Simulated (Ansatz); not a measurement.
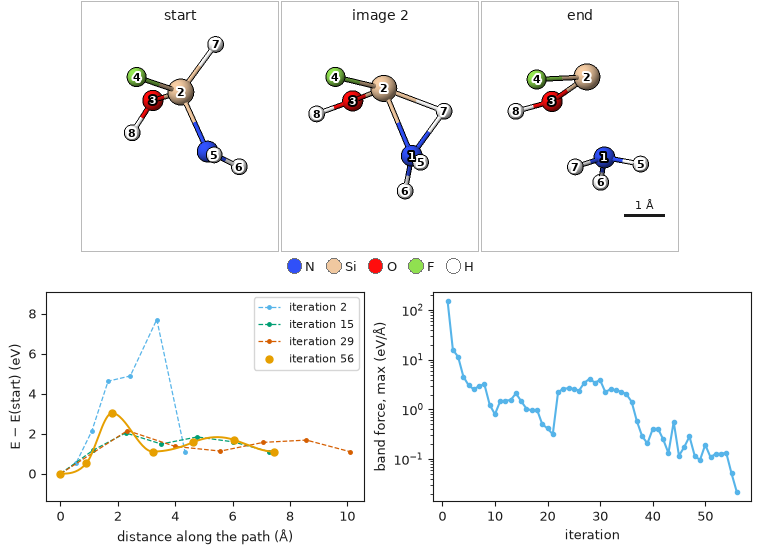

A nudged-elastic-band calculation for SiNH₄OF. Images are numbered from 0 (start) to 6 (end). The plot follows the band through its iterations. The picture is a ball-and-stick view, seen from a free direction.

Theory: Ansatz 0.2.0, RKS PBE0-D4/cc-pVDZ. Run with 5 movable images; climbing image; force threshold 0.05 eV/Å; iteration limit 60; starting path through a guess of the saddle point.

Judge this run.

The run is converged, with reservations. The band converged in 56 iterations. The largest component of the band force went from 150 to 0.022 eV/Å. The climbing image converged on the top of the path. Its vibrational analysis gives one imaginary mode (1486i cm⁻¹), as a transition state must have. The first iteration put the highest image at 30.38 eV. The energy climbs by 3.03 eV to image 2 and then falls by 1.92 eV, so the end point sits at +1.11 eV. The profile has 2 maxima (images 2, 5) with a dip at image 3 (+1.11 eV), so the process runs in steps.

Cost: 12 min on 1 thread of Arm Neoverse V2, with other jobs on the host, peak memory 0.15 GiB.
